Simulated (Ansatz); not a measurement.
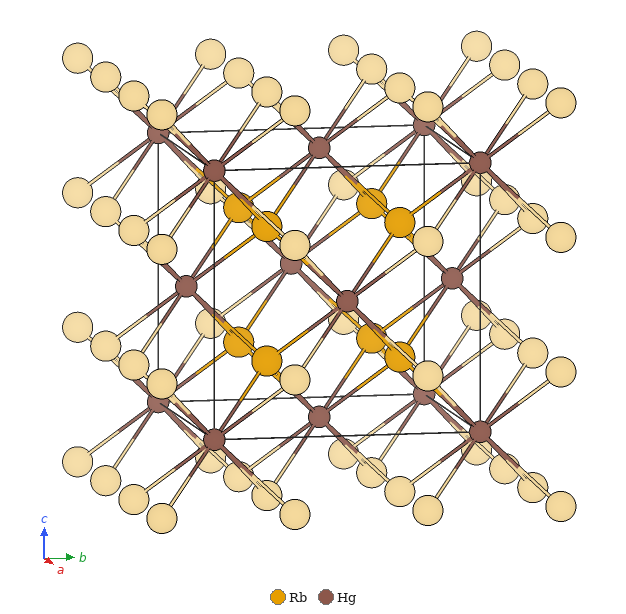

View slightly off an axis, drawn as a ball-and-stick model. Thin lines show the conventional unit cell, with boundary atoms drawn in all their periodic places. Outside the box, the atoms bonded to those within are drawn, in fainter colours.

Rb₂Hg, antifluorite, space group Fm-3m (No. 225), a = 8.947 Å, b = 8.947 Å, c = 8.947 Å, α = 90.00°, β = 90.00°, γ = 90.00°. The starting point was a random cell made by a generator, so it need not be a real form of the compound. Earlier steps of the study may have refined or changed the cell and positions. Ansatz was used for an electronic-structure calculation on it.

This one geometry was computed with Ansatz (DFT, plane waves, PAW) at three levels of theory: r2SCAN, PBE and PBEsol.

Question: How does the band gap change with the level of theory?

Answer: All levels give a metal.

Question: Collect the results in a table.

Answer:
| level | cutoff (eV) | k-mesh of the run's cell | gap (eV) | pressure (GPa) |
| --- | --- | --- | --- | --- |
| r2SCAN | 500 | 10×10×10 | metal | -0.3 |
| PBE | 420 | 10×10×10 | metal | 0.0 |
| PBEsol | 420 | 10×10×10 | metal | -0.5 |

Gaps are taken on the k-mesh or band path of each run.
